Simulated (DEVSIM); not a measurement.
System: Schottky contact on p-type CdTe, at 350 K.

| layer (left to right) | material | thickness (μm) | Na (cm⁻³) | τn (s) | τp (s) |
|---|---|---|---|---|---|
| 1 | CdTe | 2.30 | 1.1e17 | 9e-10 | 9e-10 |
| 2 | CdTe | 15.0 | 1.4e18 | 9e-10 | 9e-10 |

Left contact: Schottky, work function 4.8 eV, emission velocity 4.8e6 cm/s. Right contact: ohmic. Voltage is applied to the left contact. Recombination: SRH at mid-gap, radiative. Mobility is μmin + (μ − μmin)/(1 + (N/Nref)^α).

Constants are typed, rounded textbook-type inputs, not results; the design itself was drawn at random and stands for no fabricated device. Values at 300 K; Nc and Nv go as T^1.5, mobilities as T to minus their exponent, the gap by Varshni's rule with the affinity fixed.

```csv
parameter,CdTe
gap (eV),1.5
affinity (eV),4.28
permittivity,10.2
Nc (cm⁻³),8e17
Nv (cm⁻³),1.8e19
μn (cm²/Vs),1000
μp (cm²/Vs),80
"μn,min",100
"μp,min",10
"Nref,n",1e17
"Nref,p",1e17
αn,0.6
αp,0.6
T exponent of μn,1.7
T exponent of μp,1.5
B (cm³/s),1e-10
Varshni α (eV/K),0.00031
Varshni β (K),108
```

DEVSIM, 1D drift-diffusion, Boltzmann statistics, complete ionisation; no tunnelling, impact ionisation, image-force lowering or self-heating. Metal contacts follow the ideal Schottky-Mott rule: no Fermi-level pinning, no interface dipoles.

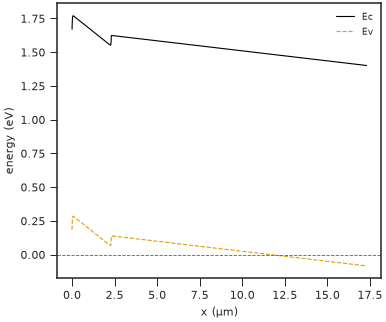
Fig. 1. Band edges at -1.15 V on the left contact

Energies count from the Fermi level of the right contact; mesh points crowd at the junctions.

| x (μm) | Ec (eV) | Ev (eV) | n (cm⁻³) | p (cm⁻³) | field (V/cm) |
|---|---|---|---|---|---|
| 0.000 | 1.670 | 0.185 | 3.3e10 | 8.3e14 | 54000 |
| 0.03224 | 1.761 | 0.276 | 1.5e9 | 7.1e16 | 8800 |
| 0.1068 | 1.767 | 0.281 | 1.0e9 | 1.1e17 | -980 |
| 0.2676 | 1.750 | 0.265 | 9.6e8 | 1.1e17 | -1000 |
| 0.8695 | 1.690 | 0.205 | 8.7e8 | 1.1e17 | -1000 |
| 1.653 | 1.611 | 0.126 | 1.4e9 | 1.1e17 | -1000 |
| 2.034 | 1.573 | 0.088 | 3.3e9 | 1.1e17 | -1000 |
| 2.226 | 1.554 | 0.068 | 5.9e9 | 1.1e17 | -910 |
| 2.282 | 1.559 | 0.073 | 5.0e9 | 1.5e17 | 7900 |
| 2.308 | 1.622 | 0.136 | 6.1e8 | 1.3e18 | 6800 |
| 2.351 | 1.624 | 0.138 | 5.3e8 | 1.4e18 | -150 |
| 2.502 | 1.621 | 0.136 | 4.5e8 | 1.4e18 | -150 |
| 2.806 | 1.617 | 0.131 | 3.1e8 | 1.4e18 | -150 |
| 3.522 | 1.606 | 0.121 | 1.4e8 | 1.4e18 | -150 |
| 6.171 | 1.567 | 0.081 | 6200000 | 1.4e18 | -150 |
| 10.66 | 1.500 | 0.015 | 33000 | 1.4e18 | -150 |
| 14.49 | 1.443 | -0.042 | 390 | 1.4e18 | -150 |
| 16.12 | 1.419 | -0.066 | < 1e2 | 1.4e18 | -150 |
| 16.94 | 1.407 | -0.079 | < 1e2 | 1.4e18 | -150 |
| 17.16 | 1.403 | -0.082 | < 1e2 | 1.4e18 | -150 |
| 17.25 | 1.402 | -0.083 | < 1e2 | 1.4e18 | -150 |
| 17.30 | 1.401 | -0.084 | < 1e2 | 1.4e18 | -150 |
